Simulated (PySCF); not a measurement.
## Run report: Si$_{2}$H$_{4}$Cl$_{2}$, NMR shielding calculation

- system: Si$_{2}$H$_{4}$Cl$_{2}$
- method: GIAO PBE0/aug-cc-pVDZ NMR shielding, non-relativistic, gas phase (PySCF 2.14.0)

The geometry comes from this level: PBE0-D3(BJ)/def2-SVP. Figures and captions count atoms from 1; the log counts them from 0 in places.

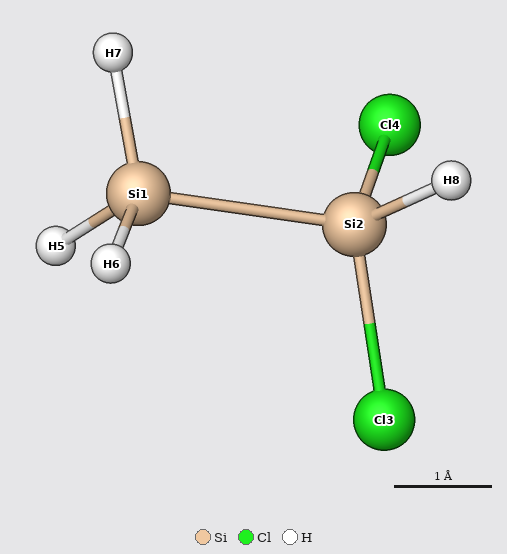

*The structure as given in the input (ball-and-stick view, seen at a tilt; atoms are numbered from 1 in the order of the input).*

Bond lengths as drawn: Cl–Si 2.07 Å, H–Si 1.49 Å and Si–Si 2.34 Å.

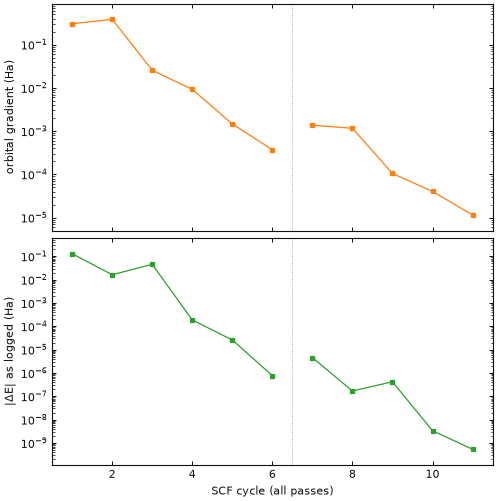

*Convergence of the self-consistent field: orbital gradient and size of the energy change against the SCF cycle. The dotted line marks the change from a coarse to the final integration grid.*

The first 6 cycles use a coarse grid, the final grid takes over at cycle 7, and the field converges after 11 cycles in all.

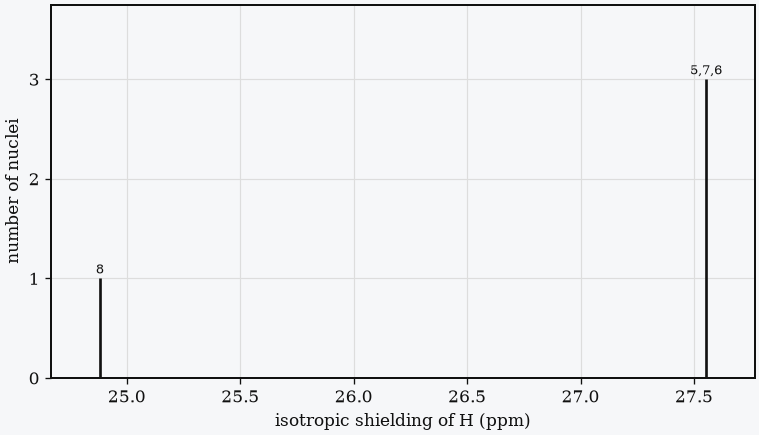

*Isotropic shieldings of the hydrogen nuclei in this fixed geometry, labelled by atom number; shielding grows to the right, so chemical shift grows to the left.*

The least shielded is H8 (24.9 ppm), the most shielded H6 (27.6 ppm).

The input that produced these results follows, with the program's output.

Input
```
{"job": {"kind": "nmr", "xc": "PBE0", "basis": "aug-cc-pVDZ", "pop": true}, "charge": 0, "multiplicity": 1}
Si    -0.662042     0.013363     0.543219
Si     1.634164     0.345655     0.807839
Cl     2.632324    -1.069273    -0.322046
Cl     2.108037     2.235311     0.114396
H     -0.982492     0.117338    -0.910423
H     -1.033596    -1.341418     1.050454
H     -1.408324     1.058595     1.306143
H      2.140742     0.243704     2.202533
```

The first line tells a small driver script what to run in PySCF; the rest is the geometry in Å.

Command:
```bash
OMP_NUM_THREADS=1 python <driver script> task.json out
```

The program's output
```
coarse grid: 8976 points
cycle   1  E = -1501.2904623197  dE =  1.292e-01  |g| = 3.029e-01  |ddm| = 5.210e+00
cycle   2  E = -1501.2742198858  dE =  1.624e-02  |g| = 3.827e-01  |ddm| = 1.686e+00
cycle   3  E = -1501.3195120903  dE = -4.529e-02  |g| = 2.552e-02  |ddm| = 8.768e-01
cycle   4  E = -1501.3196988479  dE = -1.868e-04  |g| = 9.193e-03  |ddm| = 6.176e-02
cycle   5  E = -1501.3197247603  dE = -2.591e-05  |g| = 1.458e-03  |ddm| = 2.546e-02
cycle   6  E = -1501.3197255245  dE = -7.642e-07  |g| = 3.711e-04  |ddm| = 5.579e-03
final grid: 68832 points
cycle   7  E = -1501.3454183395  dE = -4.556e-06  |g| = 1.362e-03  |ddm| = 4.668e-02
cycle   8  E = -1501.3454185074  dE = -1.679e-07  |g| = 1.162e-03  |ddm| = 7.363e-03
cycle   9  E = -1501.3454189249  dE = -4.174e-07  |g| = 1.046e-04  |ddm| = 2.966e-03
cycle  10  E = -1501.3454189282  dE = -3.349e-09  |g| = 4.024e-05  |ddm| = 3.920e-04
cycle  11  E = -1501.3454189287  dE = -5.339e-10  |g| = 1.153e-05  |ddm| = 1.054e-04
converged SCF energy = -1501.3454189287

GIAO shielding tensors (ppm)
atom      isotropic    diamagn.    paramagn.     s11        s22        s33       span
  0 Si     504.936     894.082    -389.146    492.999    496.385    525.425     32.426
  1 Si     395.628     883.998    -488.369    358.161    408.004    420.719     62.558
  2 Cl     906.390    1147.698    -241.308    755.151    940.762   1023.257    268.106
  3 Cl     906.326    1147.265    -240.939    754.248    940.542   1024.186    269.938
  4 H       27.527      29.859      -2.332     24.642     25.998     31.941      7.299
  5 H       27.568      29.404      -1.836     24.286     25.542     32.875      8.589
  6 H       27.566      29.056      -1.491     24.255     25.582     32.860      8.605
  7 H       24.881      23.074       1.807     21.300     23.160     30.183      8.883
```

Summary

| quantity | value |
| --- | --- |
| outcome | converged |
| total energy | −1501.345419 hartree |
| HOMO | −8.32 eV |
| LUMO | −0.74 eV |
| dipole moment | 1.71 D |
| isotropic shielding, Si | 395.6 to 504.9 ppm |
| isotropic shielding, Cl | 906.3 to 906.4 ppm |
| isotropic shielding, H | 24.9 to 27.6 ppm |
| hardware | 1 CPU thread, shared host |
| wall time | 11 s |
| peak memory | 0.71 GiB |
